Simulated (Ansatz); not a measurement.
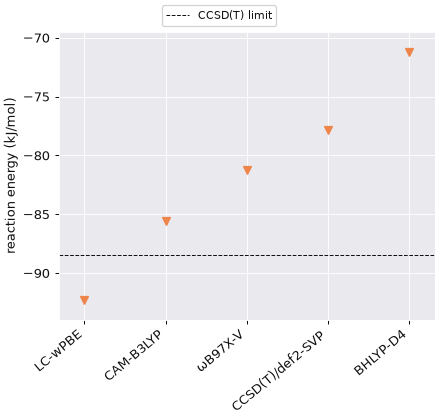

Electronic reaction energy of SiNH₃OCl ([NH][SiH](O)Cl) [doublet] → SiNH₃OCl (N[Si](O)Cl) [doublet] (SMILES in brackets) at several levels (functionals in def2-TZVPP unless a basis is named), isolated molecules at PBE0-D4 triple-zeta geometries, minima by their frequencies, no zero-point or thermal terms, the Ansatz code 0.2.0. The line is frozen-core CCSD(T) at the basis limit (MP2 extrapolated from triple and quadruple zeta, plus CCSD(T) less MP2 in a smaller set). No dispersion term is added to LC-wPBE and CAM-B3LYP. The distance of CCSD(T)/def2-SVP to the limit includes basis error. The limit lies 6.2 kJ/mol from CCSD(T)/def2-TZVPP, so the line itself is uncertain by a part of that.

Which level comes closest to the line (CCSD(T) limit), and which misses most?

Closest CAM-B3LYP (−85.6 kJ/mol), against −88.5 kJ/mol; farthest BHLYP-D4 (−71.2 kJ/mol).

What do zero-point energy and temperature add?

Zero-point change 11.2 kJ/mol; at 298.15 K and 1 bar the CCSD(T) limit plus thermal terms gives an enthalpy of reaction of −76.8 and a free energy of −77.7 kJ/mol (harmonic PBE0-D4 modes, ideal gas).
